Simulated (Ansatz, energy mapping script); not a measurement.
## NiO: exchange against U, a fit and a prediction

How does exchange in NiO follow U? One row of the series is withheld as a test of the fit.

Program: Ansatz 0.2.0. Level of theory: LDA+U; plane waves, U on orthogonalised atomic orbitals unless named otherwise, collinear spin, no spin–orbit coupling. Results are calculated unless marked as measured.

### Step 1. The structure

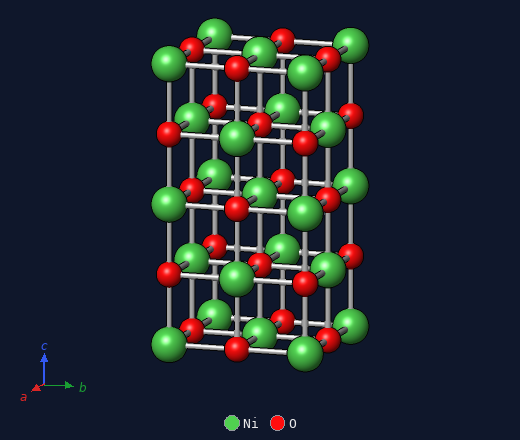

Start, viewed slightly off an axis; nickel green, oxygen red. 1×1×2 cells are drawn. This picture shows the conventional cell, with its axes. Some periodic images of atoms are drawn too.

Structure file:

```cif
data_structure
_symmetry_space_group_name_H-M 'Fm-3m'
_symmetry_Int_Tables_number 225
_cell_length_a 4.1718
_cell_length_b 4.1718
_cell_length_c 4.1718
_cell_angle_alpha 90.000
_cell_angle_beta 90.000
_cell_angle_gamma 90.000
_cell_volume 72.61
loop_
_atom_site_label
_atom_site_type_symbol
_atom_site_symmetry_multiplicity
_atom_site_Wyckoff_symbol
_atom_site_fract_x
_atom_site_fract_y
_atom_site_fract_z
_atom_site_occupancy
Ni1 Ni 4 a 0.00000 0.00000 0.00000 1
O1 O 4 b 0.50000 0.00000 0.00000 1
```

### Step 2. One run of the series

Contents of input.yaml:

```yaml
crystal:
  lattice:
    - [0.0, -2.085901641, -2.085901641]
    - [-2.085901641, 0.0, -2.085901641]
    - [2.085901641, 2.085901641, -4.171803282]
  atoms:
    - { symbol: Ni, position: [0.5, 0.5, 0.5], spin: 2.0 }
    - { symbol: Ni, position: [0.0, 0.0, 0.0], spin: -2.0 }
    - { symbol: O, position: [0.75, 0.75, 0.75] }
    - { symbol: O, position: [0.25, 0.25, 0.25] }
magnetization:
  spin_polarized: true
kpoints:
  mp_grid: { grid: [9, 9, 9] }
hamiltonian:
  xc: lda
  hubbard:
    sites:
      - { species: Ni, l: d, u_eff: 1.98 }
      - { site: 0, l: d, u_eff: 1.98, starting_ns: [{ spin: up, occupation_matrix: ni1_major }, { spin: down, occupation_matrix: ni1_minor }] }
      - { site: 1, l: d, u_eff: 1.98, starting_ns: [{ spin: up, occupation_matrix: ni1_minor }, { spin: down, occupation_matrix: ni1_major }] }
    projectors: ortho-atomic
    occupation_matrices:
      ni1_major:
        matrix:
          - [0.99, 0.0, 0.0, 0.0, 0.0]
          - [0.0, 0.997, 0.0, 0.0, 0.0]
          - [0.0, 0.0, 0.997, 0.0, 0.0]
          - [0.0, 0.0, 0.0, 0.99, 0.0]
          - [0.0, 0.0, 0.0, 0.0, 0.997]
      ni1_minor:
        matrix:
          - [0.246, 0.0, 0.0, 0.0, 0.0]
          - [0.0, 0.991, 0.0, 0.0, 0.0]
          - [0.0, 0.0, 0.991, 0.0, 0.0]
          - [0.0, 0.0, 0.0, 0.246, 0.0]
          - [0.0, 0.0, 0.0, 0.0, 0.991]
scf:
  occupations: { method: fermi_dirac, width: 0.05 }
output:
  eigenvalues: true
```

Launch:

```sh
$ ansatz run input.yaml --threads 4 --pin off --max-ram 8192MiB --backend cpu --events-out ev --progress --plain --runs-dir out
```

Numbers of over 12 decimals in the logs are rounded to 6 here.

The log of the run:

```text
Engine: ansatz 0.2.0, aarch64-unknown-linux-gnu
Pseudopotentials: kind: paw
Pseudopotential: Ni, paw, valence charge 18, recommended cutoff 420 eV (normal), Ni.paw.azcp
Pseudopotential: O, paw, valence charge 6, recommended cutoff 420 eV (normal), O.paw.azcp
Functional definition: SPW92
  exchange = slater_x
  correlation = pw_c
Crystal: 4 atoms, lattice volume = 36.303 Å³
Basis set: ecut = 420 eV, 683 PW (Γ)
[...]
k-point 1 ↑: bands = [... 20 lower, 11.7736, 12.3346, 12.3346, 12.4743, 15.5257, 15.5257, 15.9732, 19.6131, ... 4 higher]
  k-point 2 ↑: bands = [... 20 lower, 11.9897, 12.3909, 12.5426, 12.5426, 15.4015, 15.4015, 16.5650, 19.5240, ... 4 higher]
  k-point 84 ↓: bands = [... 20 lower, 12.3323, 12.3549, 12.6709, 12.7337, 15.0808, 15.2481, 22.7695, 22.9648, ... 4 higher]
Occupation matrices written to <dir>
[key lines of the parts left out:]
SCF converged after 14 iterations
Magnetization: 0.0000 μB (24.0000 up, 24.0000 down)
Free energy (F): -12653.338068 eV
Fermi energy:    13.824645 eV
```

Elapsed: 1.9 s, on 4 threads of Arm Neoverse V2, shared host; peak memory 0.43 GiB.

At each step 4 orders with opposed moments are measured from the parallel order and fitted to E = −Σ J e·e over ordered pairs of unit vectors. The series follows the Ni–Ni pairs, 4.17 Å apart in the run shown.

### Step 3. The series

| U (eV) | J (meV) | largest moment (μB) |
| --- | --- | --- |
| 1.98 | -24.2 | 1.55 |
| 3.96 | -17.6 | 1.65 |
| 6.6 | -11.4 | 1.70 |
| 8.4 | ? | ? |
| 12 | -4.1 | 1.80 |

Wanted: J at U = 8.4.

### Step 4. The fit

The simplest form of superexchange, t²/(U + Δ), with Δ an offset, makes 1/|J| a straight line in U. Fitted as straight lines, ln|J| holds these rows better than 1/|J|, so take it as an empirical form: ln|J| = a + b U.

| x | y | x − x̄ | y − ȳ | fit |
| --- | --- | --- | --- | --- |
| 1.98 | 3.186 | -4.15 | 0.712 | 3.214 |
| 3.96 | 2.868 | -2.17 | 0.393 | 2.862 |
| 6.6 | 2.434 | 0.465 | -0.0411 | 2.392 |
| 12 | 1.411 | 5.87 | -1.06 | 1.431 |

With x̄ = 6.135 and ȳ = 2.475, least squares gives b = Σ(x − x̄)(y − ȳ)/Σ(x − x̄)² = -0.1779 and a = ȳ − b x̄ = 3.566. At x = 8.4 the line gives y = 2.072, so J = -7.94 meV.

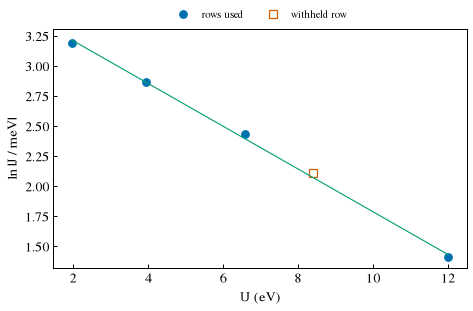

The straight-line fit, with the withheld step beside it.

### Step 5. What came out

| Quantity | Value |
| --- | --- |
| J predicted by the fit | -7.94 meV |
| J of the withheld step | -8.25 meV |

**Reading.** The fit predicts -7.94 meV and the withheld step gave -8.25 meV, a miss of 0.31 meV. The line holds the rows used within 3 % of the largest J. J shrinks by a factor of 1.19 for each eV of U on average over this range. The orders cannot split some shells, so J is a sum: the value at 2.95 Å holds J(2.95) − 2 J(5.90) + 4 J(7.80) and the value at 5.11 Å holds J(5.11) + J(5.90). At 1 of 5 steps the fit of the energies is itself in doubt, for one or more of these reasons: some orders are gapless and others have a gap. The series was picked because its coupling changes steadily.

[Logs and program files are shortened in this print: banners, set-up blocks, solver, clock and traceback lines can be left out without a mark of their own.]

[Logs are printed without paths, hosts, clocks, repeated set-up lines and the standing remarks that a program may print on its own settings, such as how far it seeks lower states.]

[Hosts, paths, dates, database ids (printed as entryN), source tags and the programs' standing remarks are cut or masked in the printed files.]

[Where a cell is said to come from a database of computed structures, the database is the Materials Project.]
